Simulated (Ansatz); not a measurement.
**CH$_{5}$BOSi: geometry relaxation (part 1 of 2)**

- system: CH$_{5}$BOSi, SMILES B[SiH]1CO1
- method: RKS BLYP-D4/cc-pVDZ (Ansatz 0.2.0)

It belongs to a series of runs on one base structure; here: end point B relaxed. Figures and captions count atoms from 1; the log counts them from 0 in places.

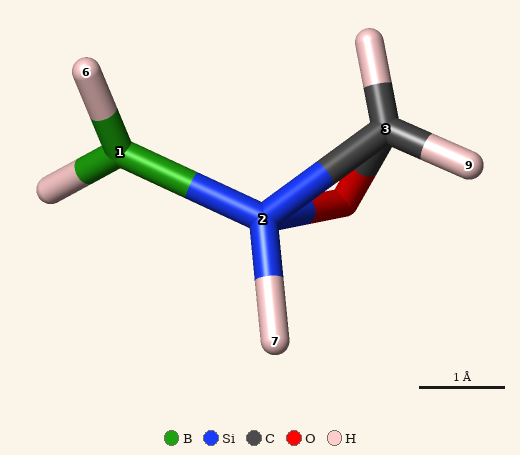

*The structure as given in the input (stick view, seen on its broad side; atoms are numbered from 1 in the order of the input).*

Bond lengths as drawn: B–H 1.22 to 1.23 Å, B–Si 1.87 Å, C–H 1.04 to 1.12 Å, C–O 1.38 Å, C–Si 1.85 Å, H–Si 1.50 Å and O–Si 1.71 Å.

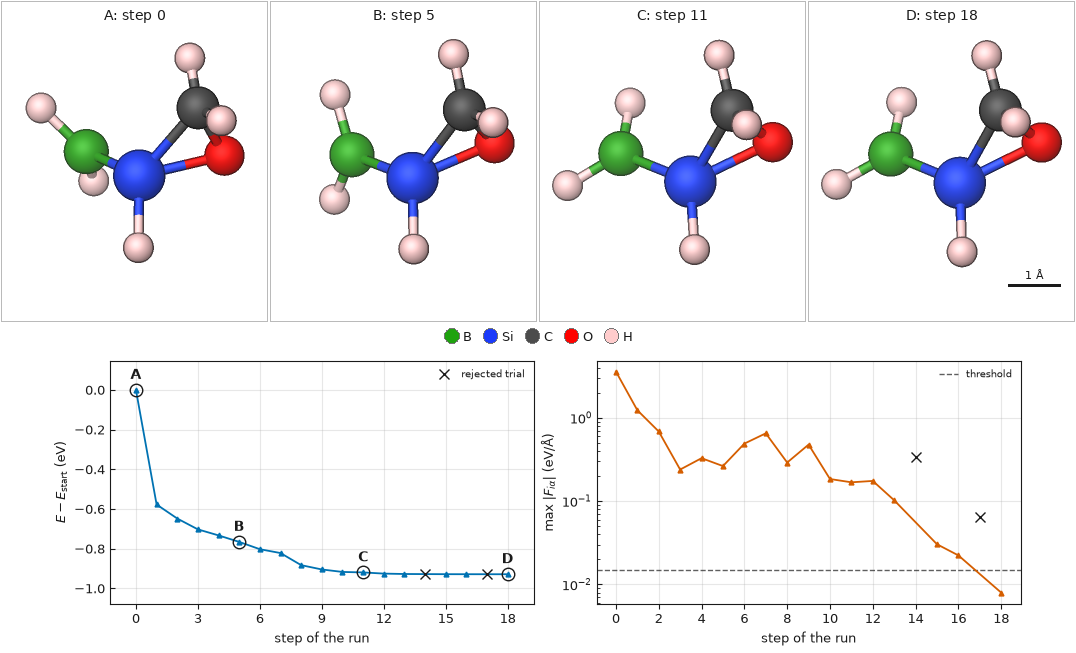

*Frames of the relaxation (ball-and-stick view, seen at a tilt) above the curves, on which the letters mark them (the first geometry is step 0 here and step 1 in the log).*

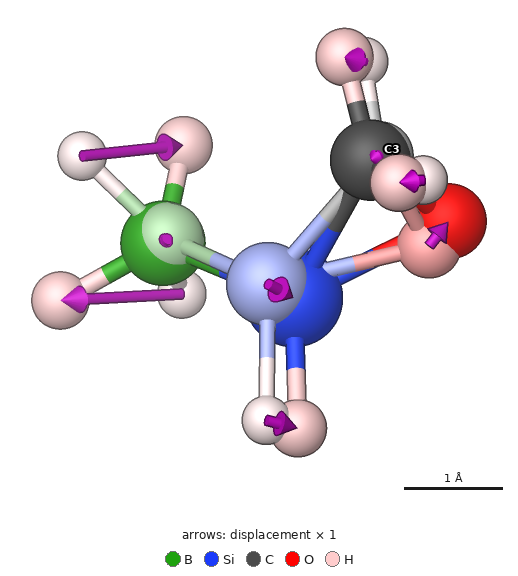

*Start (faint) and end (solid) with the displacements as pink arrows, at true length (ball-and-stick view, seen at a tilt). The two geometries are laid on each other by the best rigid fit.*

The atom that moves furthest after the best rigid fit is H5 (1.51 Å). By element the largest moves are H 1.51 Å, Si 0.41 Å, O 0.33 Å, C 0.13 Å, B 0.13 Å. Distances before and after: B1–Si2 1.874 → 1.967 Å, C3–H8 1.043 → 1.107 Å, Si2–O4 1.715 → 1.773 Å, C3–O4 1.382 → 1.439 Å. Among the angles that change: H8–C3–H9 125.2° → 115.1°, O4–C3–H9 105.7° → 115.5°, C3–Si2–H7 122.9° → 114.1°. After 18 geometry steps the energy has fallen by 0.928 eV. Largest force component: 3.6 eV/Å at the start, 0.008 eV/Å at the end. The line search rejected the trial steps at points 14, 17 (counted from 0) and went back. (Atoms are counted from 1 in the order of the input.)

The input and output of the run follow.

**Input**
```yaml
crystal:
  periodic: [false, false, false]
  atoms:
    - { symbol: B, position_ang: [-0.3722, 1.6414, -0.1713] }
    - { symbol: Si, position_ang: [0.6895, 0.1179, 0.0801] }
    - { symbol: C, position_ang: [2.44743, 0.43502, 0.5673] }
    - { symbol: O, position_ang: [2.16849, 0.26387, -0.7755] }
    - { symbol: H, position_ang: [-0.8405, 1.9282, -1.2754] }
    - { symbol: H, position_ang: [-0.6862, 2.3987, 0.7315] }
    - { symbol: H, position_ang: [0.16544, -1.25387, -0.23019] }
    - { symbol: H, position_ang: [2.67281, 1.40271, 0.88428] }
    - { symbol: H, position_ang: [2.98869, -0.48972, 0.88454] }
basis:
  gaussian: { orbitals: cc-pVDZ }
hamiltonian:
  xc: blyp
  dispersion: d4
relax:
  f_tol: 0.015
  max_steps: 40
```

Run as:
```bash
ansatz run input.yaml --threads 1 --pin off --max-ram 2048MiB --backend cpu --events-out ev --progress --plain --runs-dir out
```

**The program's output**
```
The last accepted step is kept in [file] (removed where the run ends without a failure and the disk answers)
Engine: ansatz 0.2.0, x86_64-unknown-linux-gnu
Functional definition: BLYP
  parameter beta = 0.0042
  parameter a = 0.04918
  parameter b = 0.132
  parameter c = 0.2533
  parameter d = 0.349
  exchange = b88_x(beta = beta)
  correlation = lyp_c(a = a, b = b, c = c, d = d)
997 factors; their error is unknown
mean field evaluation 1: about -11705.6865 eV, gradient 6.2e1 eV
mean field evaluation 2: about -11599.7091 eV, gradient 1.8e2 eV
mean field evaluation 4: about -11714.4942 eV, gradient 1.7e1 eV
mean field evaluation 8: about -11715.0966 eV, gradient 1.1e-1 eV
mean field evaluation 16: about -11715.0549 eV, gradient 2.6e-4 eV
mean field -11715.05492619 eV, -430.5203277880 hartree, gradient 6.4e-5 eV, S^2 0.000000; 0 other end points of the search recorded, 0 dependent functions left out
the calculation of the forces begins
reference -11715.05524157 eV, -430.5203393781 hartree; 19, 19 occupied and 66, 66 virtual orbitals, 997 factors
relax step   1: F+E_penalty+E_count = -11715.41054537 eV  Δ(F+E_penalty+E_count) = +0.000e0 eV  max|allowed force component| = 3.588e0 eV/Å  Δτ_max = 0.0000 Å  (28 SCF iters, accepted)
these checks for a lower state are left out or cut short: starts, cluster_reference, orbital_swaps, neighbouring_geometries, increment
997 factors; their error is unknown
mean field -11715.63906835 eV, -430.5417946165 hartree, gradient 2.0e-5 eV, S^2 0.000000; 0 other end points of the search recorded, 0 dependent functions left out
[... from here on the field's lines of each further geometry are left out, up to the last ...]
relax step   2: F+E_penalty+E_count = -11715.98740456 eV  Δ(F+E_penalty+E_count) = -5.769e-1 eV  max|allowed force component| = 1.233e0 eV/Å  Δτ_max = 0.1995 Å  (35 SCF iters, accepted)
relax step   3: F+E_penalty+E_count = -11716.05806646 eV  Δ(F+E_penalty+E_count) = -7.066e-2 eV  max|allowed force component| = 6.850e-1 eV/Å  Δτ_max = 0.1433 Å  (30 SCF iters, accepted)
relax step   4: F+E_penalty+E_count = -11716.11277198 eV  Δ(F+E_penalty+E_count) = -5.471e-2 eV  max|allowed force component| = 2.393e-1 eV/Å  Δτ_max = 0.2000 Å  (31 SCF iters, accepted)
relax step   5: F+E_penalty+E_count = -11716.14309319 eV  Δ(F+E_penalty+E_count) = -3.032e-2 eV  max|allowed force component| = 3.277e-1 eV/Å  Δτ_max = 0.1999 Å  (31 SCF iters, accepted)
relax step   6: F+E_penalty+E_count = -11716.17583519 eV  Δ(F+E_penalty+E_count) = -3.274e-2 eV  max|allowed force component| = 2.635e-1 eV/Å  Δτ_max = 0.1971 Å  (29 SCF iters, accepted)
relax step   7: F+E_penalty+E_count = -11716.21265344 eV  Δ(F+E_penalty+E_count) = -3.682e-2 eV  max|allowed force component| = 4.898e-1 eV/Å  Δτ_max = 0.1948 Å  (30 SCF iters, accepted)
relax step   8: F+E_penalty+E_count = -11716.23201816 eV  Δ(F+E_penalty+E_count) = -1.936e-2 eV  max|allowed force component| = 6.511e-1 eV/Å  Δτ_max = 0.1952 Å  (31 SCF iters, accepted)
relax step   9: F+E_penalty+E_count = -11716.29300256 eV  Δ(F+E_penalty+E_count) = -6.098e-2 eV  max|allowed force component| = 2.905e-1 eV/Å  Δτ_max = 0.2000 Å  (31 SCF iters, accepted)
relax step  10: F+E_penalty+E_count = -11716.31469364 eV  Δ(F+E_penalty+E_count) = -2.169e-2 eV  max|allowed force component| = 4.769e-1 eV/Å  Δτ_max = 0.1941 Å  (31 SCF iters, accepted)
relax step  11: F+E_penalty+E_count = -11716.32713626 eV  Δ(F+E_penalty+E_count) = -1.244e-2 eV  max|allowed force component| = 1.842e-1 eV/Å  Δτ_max = 0.2000 Å  (30 SCF iters, accepted)
relax step  12: F+E_penalty+E_count = -11716.32958057 eV  Δ(F+E_penalty+E_count) = -2.444e-3 eV  max|allowed force component| = 1.682e-1 eV/Å  Δτ_max = 0.0805 Å  (30 SCF iters, accepted)
relax step  13: F+E_penalty+E_count = -11716.33551809 eV  Δ(F+E_penalty+E_count) = -5.938e-3 eV  max|allowed force component| = 1.748e-1 eV/Å  Δτ_max = 0.0557 Å  (30 SCF iters, accepted)
relax step  14: F+E_penalty+E_count = -11716.33751755 eV  Δ(F+E_penalty+E_count) = -1.999e-3 eV  max|allowed force component| = 1.023e-1 eV/Å  Δτ_max = 0.0246 Å  (30 SCF iters, accepted)
relax step  15: F+E_penalty+E_count = -11716.33735608 eV  Δ(F+E_penalty+E_count) = +1.615e-4 eV  max|allowed force component| = 3.388e-1 eV/Å  Δτ_max = 0.0193 Å  (31 SCF iters, rejected (line search))
relax step  16: F+E_penalty+E_count = -11716.33846107 eV  Δ(F+E_penalty+E_count) = -9.435e-4 eV  max|allowed force component| = 3.036e-2 eV/Å  Δτ_max = 0.0094 Å  (32 SCF iters, accepted)
relax step  17: F+E_penalty+E_count = -11716.33860495 eV  Δ(F+E_penalty+E_count) = -1.439e-4 eV  max|allowed force component| = 2.232e-2 eV/Å  Δτ_max = 0.0075 Å  (25 SCF iters, accepted)
relax step  18: F+E_penalty+E_count = -11716.33847626 eV  Δ(F+E_penalty+E_count) = +1.287e-4 eV  max|allowed force component| = 6.519e-2 eV/Å  Δτ_max = 0.0202 Å  (31 SCF iters, rejected (line search))
the calculation of the forces begins
reference -11715.99196805 eV, -430.5547634412 hartree; 19, 19 occupied and 66, 66 virtual orbitals, 997 factors
relax step  19: F+E_penalty+E_count = -11716.33871562 eV  Δ(F+E_penalty+E_count) = -1.107e-4 eV  max|allowed force component| = 7.974e-3 eV/Å  Δτ_max = 0.0101 Å  (25 SCF iters, accepted)
997 factors; their error is unknown
mean field evaluation 160: about -11715.9916 eV, gradient 9.0e-4 eV
mean field -11715.99164940 eV, -430.5547517312 hartree, gradient 1.4e-5 eV, S^2 0.000000; 1 other end points of the search recorded, 0 dependent functions left out
the calculation of the forces begins
reference -11715.99196805 eV, -430.5547634412 hartree; 19, 19 occupied and 66, 66 virtual orbitals, 997 factors
Total energy: -11716.33903426 eV, -430.5675178894 hartree
Atom 0 at    -0.466637     1.682689    -0.267844 Å, force     0.001390    -0.001460     0.000656 eV/Å
Atom 1 at     0.789336     0.172723    -0.366563 Å, force     0.005076    -0.000907    -0.007974 eV/Å
Atom 2 at     2.353341     0.345935     0.703725 Å, force    -0.002184     0.007187     0.005261 eV/Å
Atom 3 at     2.494016     0.508577    -0.718859 Å, force    -0.005350     0.000048    -0.001761 eV/Å
Atom 4 at    -1.659915     1.508709    -0.162765 Å, force    -0.001011     0.000194     0.002575 eV/Å
Atom 5 at    -0.014475     2.803942    -0.228632 Å, force     0.001041     0.000906    -0.000941 eV/Å
Atom 6 at     0.422222    -1.245612    -0.690670 Å, force    -0.000832     0.000007     0.000350 eV/Å
Atom 7 at     2.537961     1.256121     1.305432 Å, force    -0.000324    -0.001685    -0.001026 eV/Å
Atom 8 at     2.777611    -0.588875     1.121506 Å, force     0.002194    -0.004291     0.002860 eV/Å
Dipole moment:    -0.162560    -0.096842     0.211015 e Å
```

**Trajectory as extended XYZ (Å, eV, eV/Å), 19 frames, from step=1 to step=19**
```
9
Properties=species:S:1:pos:R:3:forces:R:3 step=1 energy=-11715.41055
B    -0.3722    1.6414   -0.1713   -2.0367   2.1263  -0.6711
Si    0.6895    0.1179    0.0801    0.2777  -2.1448   0.4557
C     2.4474    0.4350    0.5673   -0.1221  -3.5100   1.4052
O     2.1685    0.2639   -0.7755    0.2993   0.8656  -3.5878
H    -0.8405    1.9282   -1.2754    0.2349  -0.0821   0.3325
H    -0.6862    2.3987    0.7315    0.1533  -0.0351  -0.1124
H     0.1654   -1.2539   -0.2302   -0.1857  -0.0948   0.3831
H     2.6728    1.4027    0.8843    1.0308   2.0314   0.9595
H     2.9887   -0.4897    0.8845    0.3486   0.8435   0.8353
9
Properties=species:S:1:pos:R:3:forces:R:3 step=2 energy=-11715.98740
B    -0.4949    1.6438   -0.2098   -0.3289   1.2325  -0.1836
Si    0.7049    0.1210    0.0470    0.1646  -1.0015   0.2413
C     2.4805    0.3639    0.5737   -0.5124  -0.6388   0.6071
O     2.1750    0.4333   -0.8386    0.1355   0.3375  -1.1103
H    -0.9081    1.9381   -1.3197   -0.0592  -0.2313   0.1550
H    -0.7064    2.4720    0.6626   -0.0366  -0.2113  -0.0778
H     0.1761   -1.2909   -0.0917    0.0591   0.0945   0.0271
H     2.7546    1.3174    1.0450    0.3808   0.0793   0.1140
H     3.0517   -0.5543    0.8268    0.1970   0.3390   0.2272
9
Properties=species:S:1:pos:R:3:forces:R:3 step=3 energy=-11716.05807
B    -0.4748    1.7314   -0.2458   -0.6850  -0.1949  -0.0278
Si    0.7092    0.1211    0.0281    0.2944   0.1375   0.0887
C     2.4761    0.3179    0.6050   -0.1417   0.3651   0.1527
O     2.1924    0.4970   -0.8454    0.0727  -0.1268  -0.0920
H    -1.0371    1.8765   -1.3301    0.3168  -0.0039   0.2781
H    -0.7547    2.5209    0.6384    0.2688   0.0194  -0.1580
H     0.1868   -1.2939   -0.0802   -0.0160   0.0968  -0.1001
H     2.8416    1.2491    1.1029   -0.1124  -0.2975  -0.1287
H     3.0938   -0.5758    0.8225    0.0024   0.0044  -0.0129
9
Properties=species:S:1:pos:R:3:forces:R:3 step=4 energy=-11716.11277
B    -0.5029    1.6967   -0.2319    0.0259   0.0149   0.1283
Si    0.7172    0.1155    0.0200   -0.2393   0.0118  -0.1766
C     2.4459    0.3305    0.6234    0.2360   0.1062   0.0147
O     2.2045    0.5025   -0.8456    0.0195  -0.0082   0.1851
H    -1.1296    1.8004   -1.2625   -0.0442  -0.0091   0.0144
H    -0.5717    2.5865    0.5915    0.0491  -0.0149  -0.1095
H     0.2095   -1.2865   -0.1797   -0.0022  -0.0438  -0.0067
H     2.7938    1.2559    1.1252   -0.0473  -0.0578  -0.0321
H     3.0667   -0.5572    0.8549    0.0025   0.0009  -0.0177
```
